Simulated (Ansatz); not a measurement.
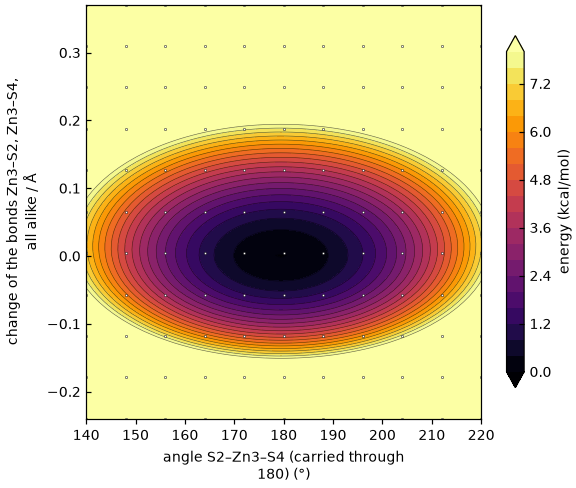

CH4S2Zn, SMILES C[S][Zn][SH]. 
- The first coordinate is: angle S2–Zn3–S4 (carried through 180); the second: change of the bonds Zn3–S2, Zn3–S4, all alike.
- Nothing is relaxed (all other coordinates rigid).
- The scan uses an 11 × 11 grid.
- Points are written as (first, second).
- Energies are in kcal/mol, from the lowest grid point.
- Computed with RKS PBE-D4/def2-SVP in Ansatz.

In the figure: filled contours, dots at the grid points, one colour for all values above the top of the scale. Between grid points the surface is interpolated.

### Where is the minimum, and how stiff is the well along each coordinate?

The interpolated minimum is at the first coordinate ≈ 179°, the second coordinate ≈ 0.000 Å. The curvatures there are about 1.2 eV/rad² and 24 eV/Å², with a cross term of about 0 eV/(rad·Å). Round the minimum the two coordinates are nearly uncoupled. (1 eV is 23.1 kcal/mol.)
